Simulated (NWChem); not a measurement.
**UB3LYP/def2-SVP (core potential) run of CH2NSn (SMILES N#[C][SnH2])**

Aim: the electronic atomisation energy of CH2NSn at UB3LYP/def2-SVP (core potential), from 5 runs. 

Program for the calculation: NWChem 7.3.0.

2 further runs of the same task are left out: 2 that didn't finish.

### Step 1. Starting point

The species is CH2NSn (5 atoms), meant as a doublet with charge 0. SMILES: `N#[C][SnH2]`. Geometry: relaxed at PBE0-D4/def2-TZVP.

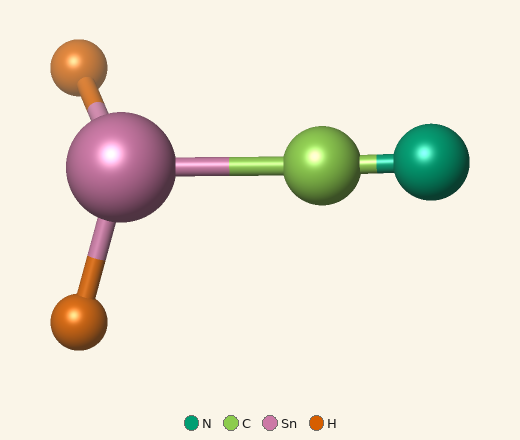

The structure, seen from a chosen angle (nitrogen teal, carbon green, tin pink, hydrogen orange).

### Step 2. A single-point energy at UB3LYP/def2-SVP (core potential) (run 1)

File test.nw:

```
start test
title "CH2NSn"
memory stack 880 mb heap 220 mb global 1100 mb

geometry noautosym nocenter noautoz
   N     0.833800   -1.535700    1.665600
   C     0.506000   -0.851500    0.796000
   Sn    0.009600    0.331100   -0.886300
   H    -1.648500    0.038200   -1.184000
   H     0.349000    1.944400   -0.432600
end

basis spherical bse
   * library def2-SVP
end

ecp bse
   Sn library def2-SVP
end

dft
   xc b3lyp
   mult 2
   grid fine
   convergence energy 1e-08
   iterations 100
   mulliken
   print low
end

task dft energy
```

Launch:

```bash
nwchem test.nw > test.out
```

The program printed:

```text
[...]
 d= 0,ls=0.0,diis     1   -308.2017639011 -4.03D+02  1.24D-02  1.24D-01     3.3
[...]
 d= 0,ls=0.0,diis    12   -308.2845414015 -4.42D-09  1.01D-06  4.13D-10    23.3
[...]
         Total DFT energy =     -308.284541401528
      One electron energy =     -690.877913013205
           Coulomb energy =      318.784466784482
    Exchange-Corr. energy =      -31.098979814780
 Nuclear repulsion energy =       94.907884641975
[...]
      Total Density - Mulliken Population Analysis
     ---------------------------------------------
    Atom       Charge   Shell Charges
 -----------   ------   -------------------------------------------------------
    1 N    7     6.99   1.99  1.10  0.53  2.22  1.13  0.03
    2 C    6     6.28   1.99  0.98  0.42  1.97  0.89  0.03
    3 Sn  22    21.61   0.43  1.60  1.16  0.28  2.76  3.25  1.42  0.61  9.71  0.39
    4 H    1     1.06   0.68  0.37  0.01
    5 H    1     1.06   0.68  0.37  0.01
[...]
      <S2> =      0.7517 (Exact =     0.7500)
[...]
```

Wall time 24 s (1 thread of Intel Xeon Platinum 8259CL at 2.50GHz (Skylake/Cascade Lake), shared host); peak memory 0.12 GiB.

### Step 3. The C atom, same level (run 2)

File c.nw:

```
echo
start c
title "C energy"
memory total 2200 mb

geometry units angstrom noautosym nocenter noautoz
   C      0.000000     0.000000     0.000000
end

basis spherical bse
   * library def2-SVP
end

dft
   xc b3lyp
   mult 3
   grid fine
   convergence energy 1e-08
   iterations 100
   mulliken
   noprint "final vectors analysis"
end

task dft energy
```

Launch:

```bash
nwchem c.nw > c.out
```

The program printed:

```text
[...]
          Wavefunction type:  spin polarized.
          No. of atoms     :     1
          No. of electrons :     6
[...]
          Charge           :     0
          Spin multiplicity:     3
[...]
          AO basis - number of functions:    14
[...]
              XC Information
              --------------
                         B3LYP Method XC Potential
                     Hartree-Fock (Exact) Exchange  0.200
                        Slater Exchange Functional  0.800 local
                    Becke 1988 Exchange Functional  0.720 non-local
              Lee-Yang-Parr Correlation Functional  0.810
                  VWN I RPA Correlation Functional  0.190 local
[...]
 d= 0,ls=0.0,diis     1    -37.7811626071 -3.78D+01  2.89D-02  6.08D-02     0.2
[...]
 d= 0,ls=0.0,diis     6    -37.8140607122 -9.46D-10  8.53D-08  5.88D-13     0.4
[...]
         Total DFT energy =      -37.814060712161
      One electron energy =      -50.428289528337
           Coulomb energy =       17.850818510513
    Exchange-Corr. energy =       -5.236589694336
 Nuclear repulsion energy =        0.000000000000
[...]
      Total Density - Mulliken Population Analysis
     ---------------------------------------------
    Atom       Charge   Shell Charges
 -----------   ------   -------------------------------------------------------
    1 C    6     6.00   1.99  1.24  0.77  1.26  0.74  0.00
     --------------------------------------------
      Spin Density - Mulliken Population Analysis
     --------------------------------------------
    Atom       Charge   Shell Charges
 -----------   ------   -------------------------------------------------------
    1 C    6     2.00   0.00  0.07 -0.07  1.26  0.74 -0.00
[...]
      <S2> =      2.0026 (Exact =     2.0000)
[...]
```

Wall time 0.95 s (1 thread of Intel Xeon Platinum 8259CL at 2.50GHz (Skylake/Cascade Lake), shared host); peak memory 0.1 GiB.

Runs 3 to 4 aren't shown in full; the table further down has their settings and results.

### Step 4. The Sn atom, same level (run 5)

File sn.nw:

```
start sn
memory 2200 mb
charge 0

geometry units atomic noautosym nocenter noautoz
 Sn  0.00000000  0.00000000  0.00000000
end

basis spherical bse
 Sn library def2-SVP
end

ecp bse
 Sn library def2-SVP
end

dft
 xc b3lyp
 mult 3
 grid fine
 convergence energy 1e-08
 maxiter 100
 mulliken
 print low
end

task dft energy
```

Run the same way, it converges to -214.32235 Eh (log not shown).

### Step 5. The series

```tsv
run	level	core potential	partner	energy (Eh)	⟨S²⟩	wall time
1	UB3LYP/def2-SVP (core potential)	def2-SVP	base	-308.284541	0.752	24 s
2	UB3LYP/def2-SVP	–	atoms	-37.814061	2.003	0.95 s
3	UB3LYP/def2-SVP	–	atoms	-0.501259	0.750	0.83 s
4	UB3LYP/def2-SVP	–	atoms	-54.537781	3.753	1.2 s
5	UB3LYP/def2-SVP (core potential)	def2-SVP	atoms	-214.322353	2.002	3 s
```

### Step 6. Outcome

Level: UB3LYP/def2-SVP (core potential).

```
                     quantity          value
        Sn atom: total energy  -214.32235 Eh
                Sn atom: ⟨S²⟩          2.002
electronic atomisation energy      16.540 eV
```

What this shows: Taking the molecule apart into free atoms costs 16.54 eV (381 kcal/mol), before zero-point energy and without spin-orbit coupling. All runs together took 30 s, the longest 24 s.
